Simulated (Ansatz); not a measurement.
# CdAgCl3 (model cell, started as cubic perovskite with Cd in the octahedra): a soft mode frozen in, part 2 of 3

Aim: this structure of CdAgCl3 (model cell, started as cubic perovskite with Cd in the octahedra) is to be tested for unstable modes, and one is followed downhill.

Ansatz 0.2.0; DFT PBEsol, scalar-relativistic, plane waves, PAW.

So far, highest frequency on the path or at a solved wavevector (cm⁻¹): step 2 (phonons on a q mesh) 336. Also lowest frequency on the path (cm⁻¹): step 2 -126.

The structure was built from a prototype and need not be the compound's stable phase.

## (6) Relaxing from the distorted cell

Starting from the lowest point found, all atoms and the cell are let go, so that strain and other modes of the same symmetry can join in.

The input, input.yaml:

```yaml
crystal:
  lattice:
    - [5.0585249677, 5.0585249677, 0.0]
    - [5.0585249677, 0.0, 5.0585249677]
    - [5.0585249677, 0.0, -5.0585249677]
  atoms:
    - { symbol: Ag, position: [0.0, 0.0, 0.0] }
    - { symbol: Ag, position: [0.0, 0.5, 0.5] }
    - { symbol: Cd, position: [0.5, 0.25, 0.75] }
    - { symbol: Cd, position: [0.5, 0.75, 0.25] }
    - { symbol: Cl, position: [0.5, -0.0593058257, -0.0593058257] }
    - { symbol: Cl, position: [0.5, 0.5593058257, 0.5593058257] }
    - { symbol: Cl, position: [0.0, 0.5, 0.0] }
    - { symbol: Cl, position: [0.0, 0.0, 0.5] }
    - { symbol: Cl, position: [0.5, 0.0593058257, 0.4406941743] }
    - { symbol: Cl, position: [0.5, 0.4406941743, 1.0593058257] }
kpoints:
  mp_grid: { grid: [6, 6, 6] }
hamiltonian:
  xc: pbesol
scf:
  occupations: { method: fixed }
output:
  forces: true
  stress: true
  eigenvalues: true
  write_density: true
  write_potential: true
  elf: true
  volumetric_format: npy
relax:
  adjacent_minimum: "off"
  f_tol: 0.002
  max_steps: 120
  cell: { stress_tol: 0.03 }
```

Started as:

```sh
> ansatz run input.yaml --threads 8 --pin off --max-ram 14336MiB --backend cpu --events-out ev --progress --plain --runs-dir out
```

Numbers of over 12 decimals in the logs are rounded to 6 here.

What it wrote:

```text
[...]
Crystal: 10 atoms, lattice volume = 258.882 Å³
Basis set: ecut = 420 eV, 5029 PW (Γ), exchange–correlation on 96×96×96 points (8 copies of the dense FFT grid, shifted against one another)
Bands: 72, of which v1, the nominal top of the filled ones, is band 60 counted from 1 (59 counted from 0)
Symmetry: 16 space group operations
[...]
k-points: 30 of 216
[...]
SCF iter   1: F=—  HF=-37783.018061 eV  |F-HF|=—  |Δ(HF+E_count)|=         —  Δρ=5.47e-3  dr2=9.62e-2  ethr=1.77e-3  ⟨swp⟩=4.8  Hψ=6915  notcnv=0  defer=291
[...]
SCF iter   7: F=-37782.988860 eV  HF=-37782.988860 eV  |F-HF|=4.28e-8  |Δ(HF+E_count)|=   3.64e-7  Δρ=4.83e-6  dr2=7.00e-8  ethr=8.33e-11  ⟨swp⟩=16.8  Hψ=17268  notcnv=0
SCF 1 converged in 7 iterations: F = -37782.988860 eV  dr2 = 7.00e-8
[...]
relax step   1: F+E_penalty+E_count = -37782.98885957 eV  Δ(F+E_penalty+E_count) = +0.000e0 eV  max|allowed force component| = 6.094e-1 eV/Å  Δτ_max = 0.0000 Å  P = -2.009 GPa  Ω = 258.882 Å³  (7 SCF iters, dr2 threshold 1.00e-7 eV, accepted)
Crystal: 10 atoms, lattice volume = 247.904 Å³
Basis set: ecut = 420 eV, 4893 PW (Γ), exchange–correlation on 96×96×96 points (8 copies of the dense FFT grid, shifted against one another)
[...]
iter 1 solved again at ethr=9.28e-5 eV; its pass at ethr=3.10e-3 eV (dr2=1.11e-1 eV) is discarded
[...]
SCF iter   7: F=-37783.523135 eV  HF=-37783.523135 eV  |F-HF|=1.57e-8  |Δ(HF+E_count)|=   4.59e-7  Δρ=7.34e-6  dr2=1.33e-7  ethr=8.33e-10  ⟨swp⟩=16.9  Hψ=17377  notcnv=0
SCF 2 converged in 7 iterations: F = -37783.523135 eV  dr2 = 1.33e-7
relax step   2: F+E_penalty+E_count = -37783.52313480 eV  Δ(F+E_penalty+E_count) = -5.343e-1 eV  max|allowed force component| = 4.228e-1 eV/Å  Δτ_max = 0.1952 Å  P = -1.449 GPa  Ω = 247.904 Å³  energy of the carried Pulay correction = +1.244e-3 eV  (7 SCF iters, dr2 threshold 1.00e-6 eV, accepted)
Crystal: 10 atoms, lattice volume = 234.857 Å³
Basis set: ecut = 420 eV, 4629 PW (Γ), exchange–correlation on 96×96×96 points (8 copies of the dense FFT grid, shifted against one another)
[...]
SCF iter   7: F=-37783.671616 eV  HF=-37783.671616 eV  |F-HF|=1.28e-9  |Δ(HF+E_count)|=   5.45e-8  Δρ=7.94e-6  dr2=1.60e-7  ethr=8.33e-10  ⟨swp⟩=16.9  Hψ=17245  notcnv=0
SCF 3 converged in 7 iterations: F = -37783.671616 eV  dr2 = 1.60e-7
relax step   3: F+E_penalty+E_count = -37783.67161623 eV  Δ(F+E_penalty+E_count) = -1.485e-1 eV  max|allowed force component| = 3.578e-1 eV/Å  Δτ_max = 0.1944 Å  P = +0.481 GPa  Ω = 234.857 Å³  energy of the carried Pulay correction = +2.795e-3 eV  (7 SCF iters, dr2 threshold 1.00e-6 eV, accepted)
[...]
relax step   4: F+E_penalty+E_count = -37783.68947247 eV  Δ(F+E_penalty+E_count) = -1.786e-2 eV  max|allowed force component| = 2.255e-1 eV/Å  Δτ_max = 0.1028 Å  P = +0.978 GPa  Ω = 234.307 Å³  energy of the carried Pulay correction = +2.862e-3 eV  (6 SCF iters, dr2 threshold 1.00e-6 eV, accepted)
[...]
relax step   5: F+E_penalty+E_count = -37783.71899000 eV  Δ(F+E_penalty+E_count) = -2.952e-2 eV  max|allowed force component| = 4.071e-2 eV/Å  Δτ_max = 0.0350 Å  P = -0.290 GPa  Ω = 239.755 Å³  energy of the carried Pulay correction = +2.203e-3 eV  (6 SCF iters, dr2 threshold 1.00e-6 eV, accepted)
[...]
relax step   6: F+E_penalty+E_count = -37783.72172669 eV  Δ(F+E_penalty+E_count) = -2.737e-3 eV  max|allowed force component| = 1.648e-3 eV/Å  Δτ_max = 0.0094 Å  P = -0.006 GPa  Ω = 238.407 Å³  energy of the carried Pulay correction = +2.365e-3 eV  (5 SCF iters, dr2 threshold 5.75e-7 eV, accepted)
[...]
SCF iter   7: F=-37783.719215 eV  HF=-37783.719215 eV  |F-HF|=0.00e0  |Δ(HF+E_count)|=  2.91e-11  Δρ=2.81e-8  dr2=3.22e-12  ethr=1.00e-12  ⟨swp⟩=13.9  Hψ=12608  notcnv=0
SCF 7 converged in 7 iterations: F = -37783.719215 eV  dr2 = 3.22e-12
relax step   7: F+E_penalty+E_count = -37783.71921496 eV  Δ(F+E_penalty+E_count) = +2.512e-3 eV  max|allowed force component| = 1.721e-3 eV/Å  Δτ_max = 0.0000 Å  P = -0.004 GPa  Ω = 238.407 Å³  stress off target by 2.14e-2 GPa  SCF on the basis re-selected at this cell (its energy is not comparable with the rows above)  (7 SCF iters)
basis re-selected at this cell: Δ(F+E_penalty+E_count) = +2.512e-3 eV, ΔP = +0.002 GPa vs the last step (what re-selecting the basis moved, of the pressure what is left beyond the Pulay correction that the steps carried, after the strain that the cell walked since its last selection, with what the two solves' SCF thresholds leave and, on support functions, any second-order correction that the steps lacked; it is no m [...]
SCF converged after 7 iterations
Free energy (F): -37783.719215 eV
[...]
Internal energy: -37783.719215 eV  (E = F + TS)
E sigma→0 (E₀):  -37783.719215 eV
Fermi energy:    5.250811 eV
[...]
--- Forces (eV/Å), atoms counted from 1 ---
  atom   1  Ag    -0.00000000     0.00000000    -0.00000000
  atom   2  Ag     0.00000000    -0.00000000     0.00000000
  atom   3  Cd     0.00000000     0.00000000     0.00000000
  atom   4  Cd     0.00000000    -0.00000000    -0.00000000
  atom   5  Cl    -0.00172120    -0.00000000     0.00000000
  atom   6  Cl     0.00172120     0.00000000     0.00000000
  atom   7  Cl     0.00000000    -0.00000000    -0.00000000
  atom   8  Cl    -0.00000000     0.00000000     0.00000000
  atom   9  Cl    -0.00000000    -0.00000000     0.00172120
  atom  10  Cl     0.00000000     0.00000000    -0.00172120
  max |Σ_I F_I| component: 1.39e-17 eV/Å
--- Stress (GPa, compression-positive) ---
        0.004646       0.000000      -0.000000
        0.000000      -0.021419      -0.000000
       -0.000000      -0.000000       0.004646
  P = ⅓ Tr σ = -0.0040 GPa (-0.040 kbar)
--- Band table (eV; the first three rows and the last of 30) ---
  k-point 0: bands = [... 56 lower, 4.8213, 5.0236, 5.0236, 5.2508, 7.0603, 8.1716, 8.9124, 11.8273, ... 8 higher]
  k-point 1: bands = [... 56 lower, 4.8659, 4.9663, 5.0072, 5.0998, 7.4953, 8.3102, 8.9559, 11.5349, ... 8 higher]
  k-point 2: bands = [... 56 lower, 4.7457, 4.8352, 4.9606, 4.9808, 8.3418, 8.7588, 9.0529, 10.6003, ... 8 higher]
  k-point 29: bands = [... 56 lower, 4.8645, 4.8645, 4.9098, 4.9098, 8.6879, 9.4806, 10.5391, 10.5770, ... 8 higher]
--- Relaxed structure (6 steps of the walk, 6 accepted, 1 SCFs on fresh bases) ---
  F+E_penalty+E_count = -37783.71921496 eV   max|allowed force component| = 1.721e-3 eV/Å   (the final SCF, on the basis selected at the relaxed cell)
  cell:  # Å, volume = 238.4068 Å³
    - [4.946530, 4.871778, 0]
    - [4.946530, 0, 4.946530]
    - [4.946530, 0, -4.946530]
  atoms:
    - { symbol: Ag, position: [0, 1.3717227745664672e-19, -4.1151683236994294e-19] }
    - { symbol: Ag, position: [0, 0.5, 0.5] }
    - { symbol: Cd, position: [0.5, 0.25, 0.75] }
    - { symbol: Cd, position: [0.5, 0.750000, 0.250000] }
    - { symbol: Cl, position: [0.5, -0.092049, -0.092049] }
    - { symbol: Cl, position: [0.5, 0.592049, 0.592049] }
    - { symbol: Cl, position: [0, 0.5, 0.0] }
    - { symbol: Cl, position: [0, 0.0, 0.5] }
    - { symbol: Cl, position: [0.5, 0.092049, 0.407951] }
    - { symbol: Cl, position: [0.5, 0.407951, 1.092049] }
```

The job ended after 27 s (8 threads of Arm Neoverse V2, shared host; peak memory 1.3 GiB).

The steps of the relaxation:

```csv
step,energy less that of the first step (eV),largest force component (eV/Å),pressure (GPa),volume (Å³)
1,0.0000,0.6094,-2.01,258.88
2,-0.5343,0.4228,-1.45,247.90
3,-0.6828,0.3578,0.48,234.86
4,-0.7006,0.2255,0.98,234.31
5,-0.7301,0.0407,-0.29,239.75
6,-0.7329,0.0016,-0.01,238.41
7*,-0.7304,0.0017,0.00,238.41
```

Relaxation steps marked * repeat the geometry before them on a plane-wave basis chosen anew for their cell, so energy and pressure can jump there.

The run keeps the 16 symmetry operations that it works with, so distortions that break them were not tested.

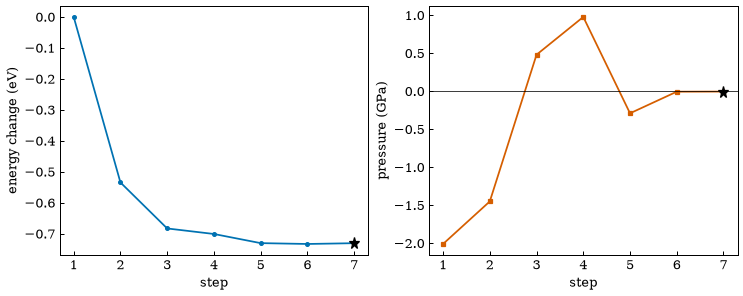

Energy and pressure along the relaxation. Stars mark steps on a basis chosen anew.

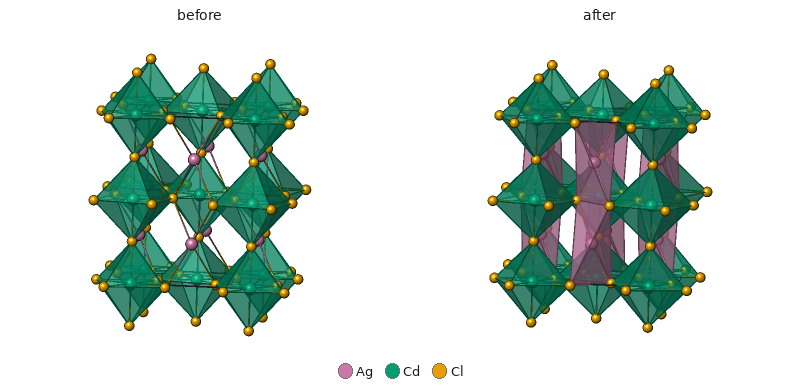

The structure before and after the relaxation, drawn at the same scale.

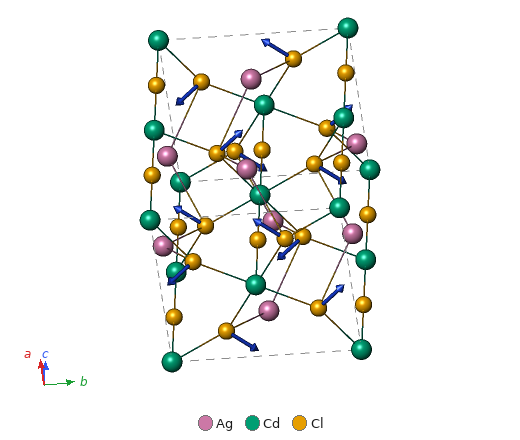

Displacements in the relaxation, exaggerated, measured against the changing cell; the longest in the cell stands for 0.32 Å. Some periodic images of atoms are drawn too.

```csv
"conventional cell, symmetrised",before,after,change
a (Å),7.154,6.995,-2.2 %
b (Å),7.154,6.995,-2.2 %
c (Å),10.117,9.744,-3.7 %
volume (Å³/atom),25.89,23.84,-7.9 %
```

The atoms that moved most (Å, as changes of fractional coordinates times the final cell):

```csv
atom,dx,dy,dz,length
Cl10,0.000,0.000,-0.324,0.324
Cl9,0.000,0.000,0.324,0.324
Cl5,-0.324,0.000,0.000,0.324
Cl6,0.324,0.000,0.000,0.324
```

This step gave:

| Item | Value |
| --- | --- |
| pressure | -0.004042 GPa |
| gap on the k-mesh | 1.809 eV |
| volume per atom | 23.84 Å³ |

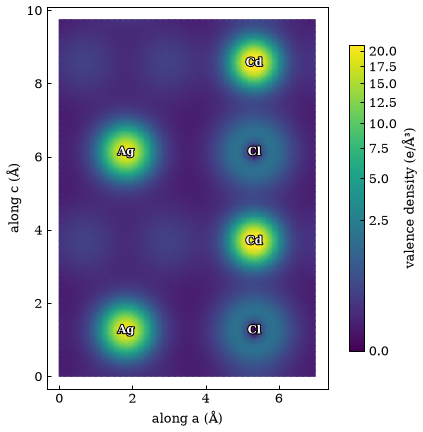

Valence density in the ac plane of the conventional cell at fractional y = 0.000, with atoms of Ag and Cd and Cl within 0.2 Å of it. It is the smooth field of the valence electrons, not physical close to the nuclei. The map starts off the cell's origin, so that atoms lie inside it. The colour scale is stretched toward low values.

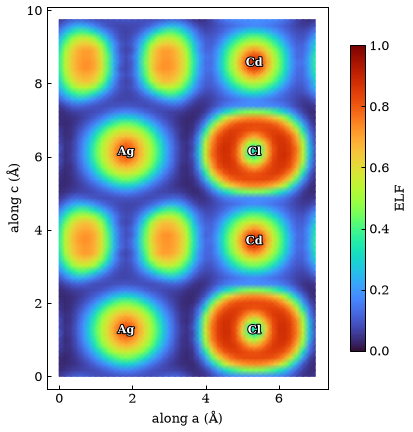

ELF in the ac plane of the conventional cell at fractional y = 0.000, with atoms of Ag and Cd and Cl within 0.2 Å of it. It is the smooth field of the valence electrons, not physical close to the nuclei. The map starts off the cell's origin, so that atoms lie inside it.

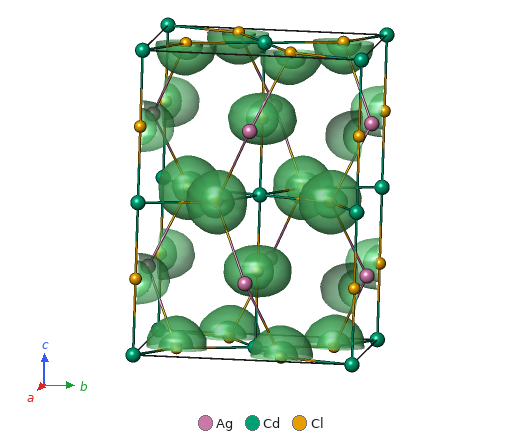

Surface of ELF = 0.81.

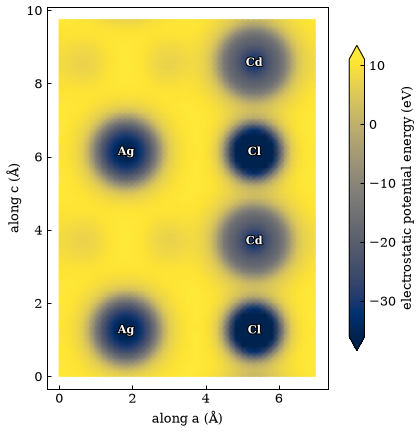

Electrostatic potential energy in the ac plane of the conventional cell at fractional y = 0.000, with atoms of Ag and Cd and Cl within 0.2 Å of it. With pseudopotentials it is smooth inside the atoms' cores, unlike the true potential. The map starts off the cell's origin, so that atoms lie inside it.

The distorted start has space group I4/mcm; the relaxation ends in I4/mcm.

## (7) The new phase in its own primitive cell

The relaxed structure is symmetrised, reduced to its primitive cell and relaxed tightly, as its phonons need.

The input, input.yaml:

```yaml
crystal:
  lattice:
    - [-3.4977246043, 3.4977246043, 4.8717778682]
    - [3.4977246043, -3.4977246043, 4.8717778682]
    - [3.4977246043, 3.4977246043, -4.8717778682]
  atoms:
    - { symbol: Ag, position: [0.75, 0.25, 0.5] }
    - { symbol: Ag, position: [0.25, 0.75, 0.5] }
    - { symbol: Cd, position: [0.5, 0.5, 0.0] }
    - { symbol: Cd, position: [0.0, 0.0, 0.0] }
    - { symbol: Cl, position: [0.6579506432, 0.8420493568, 0.5] }
    - { symbol: Cl, position: [0.3420493568, 0.1579506432, 0.5] }
    - { symbol: Cl, position: [0.75, 0.75, 0.0] }
    - { symbol: Cl, position: [0.25, 0.25, 0.0] }
    - { symbol: Cl, position: [0.1579506432, 0.6579506432, 0.8159012864] }
    - { symbol: Cl, position: [0.8420493568, 0.3420493568, 0.1840987136] }
kpoints:
  mp_grid: { grid: [6, 6, 6] }
hamiltonian:
  xc: pbesol
scf:
  occupations: { method: fixed }
output:
  forces: true
  stress: true
  eigenvalues: true
relax:
  adjacent_minimum: "off"
  f_tol: 0.001
  max_steps: 60
  cell: { stress_tol: 0.01 }
```

What it wrote:

```text
[...]
Crystal: 10 atoms, lattice volume = 238.407 Å³
Basis set: ecut = 420 eV, 4653 PW (Γ), exchange–correlation on 96×96×96 points (8 copies of the dense FFT grid, shifted against one another)
Bands: 72, of which v1, the nominal top of the filled ones, is band 60 counted from 1 (59 counted from 0)
Symmetry: 16 space group operations
[...]
k-points: 30 of 216
[...]
- { symbol: Ag, position: [0.250000, 0.75, 0.5] }
    - { symbol: Cd, position: [0.500000, 0.500000, 0] }
    - { symbol: Cd, position: [0, 0, 0] }
    - { symbol: Cl, position: [0.657905, 0.842095, 0.500000] }
    - { symbol: Cl, position: [0.342095, 0.157905, 0.5] }
    - { symbol: Cl, position: [0.750000, 0.750000, 0] }
    - { symbol: Cl, position: [0.250000, 0.250000, 0] }
    - { symbol: Cl, position: [0.157905, 0.657905, 0.815811] }
    - { symbol: Cl, position: [0.842095, 0.342095, 0.184189] }
[key lines of the parts left out:]
SCF converged after 4 iterations
Free energy (F): -37783.719222 eV
Fermi energy:    5.250097 eV
P = ⅓ Tr σ = -0.0019 GPa (-0.019 kbar)
```

Run time: 18 s. Hardware: 8 threads; peak memory 1.2 GiB; 2.3 min of CPU time.

Little changed from the start: no atom moved by 0.005 Å and no cell edge by 0.1 %.

Numbers from this step:

* pressure: -0.001943 GPa
* gap on the k-mesh: 1.810 eV
* direct gap on mesh: 1.810 eV

The largest force component left is 0.092 meV/Å and the pressure is -0.002 GPa, within the tolerances set. The cell now holds 23.84 Å³/atom.

(Part 2 of 3 ends here.)

[Logs are printed without paths, hosts, clocks, repeated set-up lines and the standing remarks that a program may print on its own settings, such as how far it seeks lower states.]

[Hosts, paths, dates, database ids (printed as entryN), source tags and the programs' standing remarks are cut or masked in the printed files.]
